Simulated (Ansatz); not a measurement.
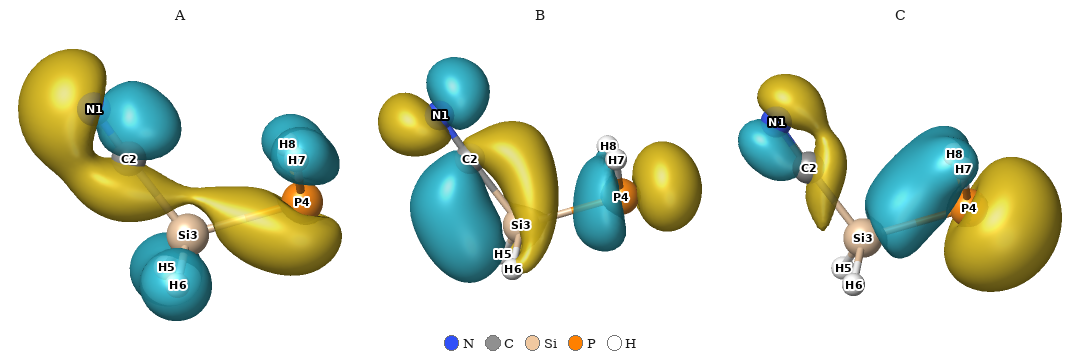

*CH4NPSi. Three frontier orbitals at ±0.1 Å⁻³ᐟ² (yellow and cyan are the two phases), in no order.*

These are results of Ansatz 0.2.0, RKS PBE-D4/def2-SVP, not measurements.

```xyz
8

N     2.0426   -0.5618    2.1406
C     1.3127   -0.0809    1.3564
Si    0.1149    0.6100    0.1072
P    -1.4186   -0.9367   -0.5430
H     0.9166    1.0622   -1.0763
H    -0.5769    1.7749    0.7493
H    -1.6774   -1.3390    0.8163
H    -0.4083   -1.9465   -0.7332
```

Question: Which picture is the HOMO−1, the HOMO and the LUMO?

Answer: A is the HOMO−1 (−8.23 eV). It lies mainly on N1 (about 40 %), C2 (about 20 %), P4 (about 15 %) and Si3 (about 10 %). C is the HOMO (−7.08 eV). By Hirshfeld shares it lies mainly on P4 (about 70 %), Si3 (about 10 %) and N1 (about 10 %); largely a lone pair of P4. B is the LUMO (−1.75 eV). It lies mainly on N1 (about 25 %), Si3 (about 25 %), C2 (about 25 %) and P4 (about 20 %).

Question: What is the HOMO–LUMO gap?

Answer: 5.33 eV between the orbital energies.
